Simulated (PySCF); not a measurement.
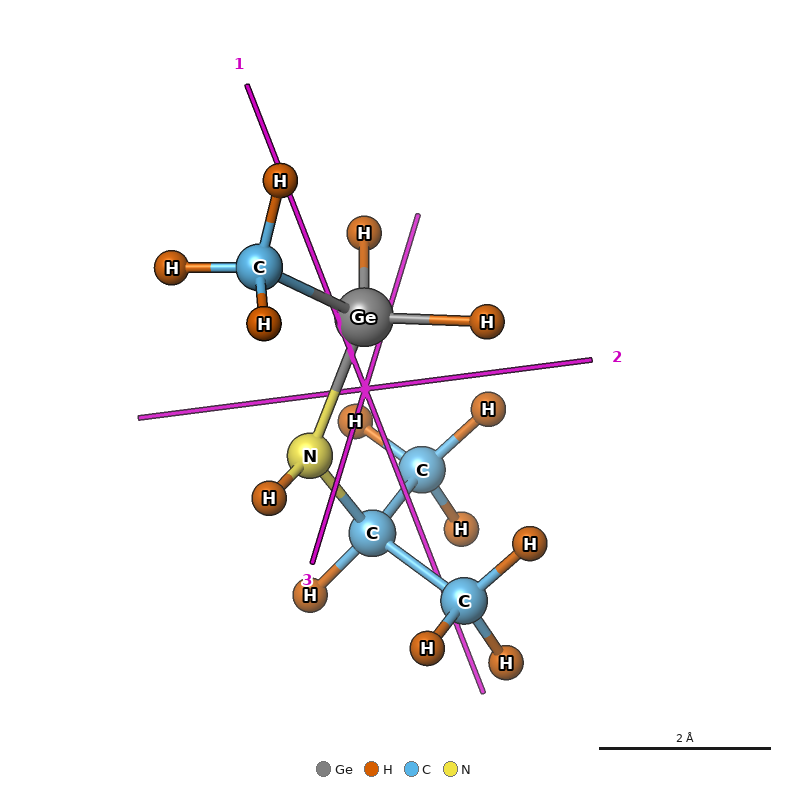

The three principal axes of inertia are drawn and numbered. Distant atoms are faded towards the background colour. Computed geometry: PBE0-D3(BJ)/def2-SVP optimisation. No frequency run is at hand to confirm it as a minimum. Masses are those of the most abundant isotopes; constants are for the rigid equilibrium geometry.

> Which line is the a axis (least moment of inertia), which b and which c?

a is line 1, b is line 3, c is line 2; the moments are 106, 414, 447 u Å².

> Classify the rotor and give the rotational constants (MHz).

An asymmetric top (C1): A = 4782, B = 1221, C = 1130 MHz. Ray's parameter κ is −0.95, close to the prolate limit.
